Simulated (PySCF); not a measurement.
The calculation's input:

```
{"job": {"kind": "nmr", "xc": "PBE0", "basis": "pcSseg-1"}, "charge": 0, "multiplicity": 1}
C      2.797294    -0.099952     0.411558
C      1.313134    -0.051416     0.762889
C      0.470091    -0.398498    -0.439172
C      0.060071     0.655723    -1.414499
C     -0.978706     0.003990    -0.536760
Si    -1.804840     0.982908     0.864147
C     -1.941398    -0.950407    -1.172634
Cl    -2.594240    -2.039561     0.085040
Cl    -1.255753    -1.951195    -2.478728
H      3.015987     0.592022    -0.398372
H      3.079918    -1.100015     0.090804
H      3.405141     0.169710     1.271555
H      1.106209    -0.758620     1.570040
H      1.056044     0.948246     1.118202
H      0.720505    -1.366813    -0.859236
H      0.319624     1.680998    -1.195392
H      0.064221     0.420764    -2.468438
H     -1.638257     0.274818     2.128919
H     -1.181001     2.306040     0.921694
H     -3.221049     1.135448     0.532627
H     -2.801913    -0.437249    -1.608148
```

Command:

```sh
OMP_NUM_THREADS=1 python probes_run.py task.json out
```

Geometry: GFN2-xTB.

All numbers below come from PySCF 2.14.0, PBE0/pcSseg-1, SCF density, gas phase, non-relativistic.

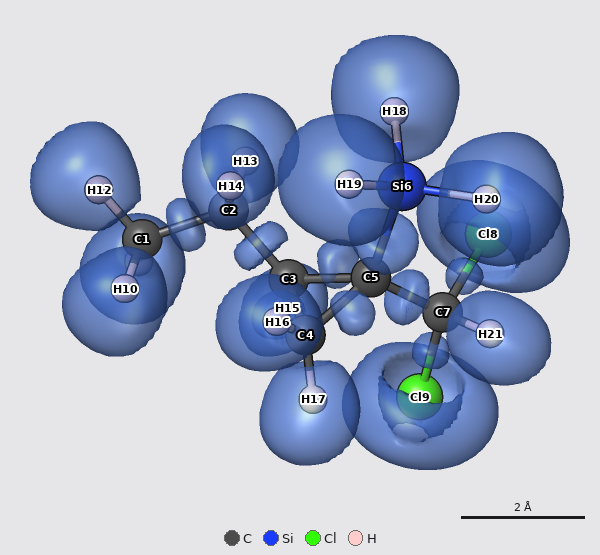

C$_{6}$H$_{12}$Cl$_{2}$Si. Isosurface of the electron localisation function at 0.8 (blue), seen at an oblique angle. Core shells and regions of very low density are left out.

Where are the electrons localised?

At this value the surface marks out six regions between bonded C–C atoms (shared pairs), two regions between bonded C–Cl atoms (shared pairs), one region between bonded C–Si atoms (shared pairs), twelve regions around hydrogen nuclei and two rings or bowls of non-bonding electrons around Cl.

Values along the shortest contacts:
C–C (1.49 Å): the ELF peaks at about 0.90 between the atoms (a shared electron pair). C–Cl (1.78 Å): the ELF peaks at about 0.90 between the atoms: a shared electron pair.
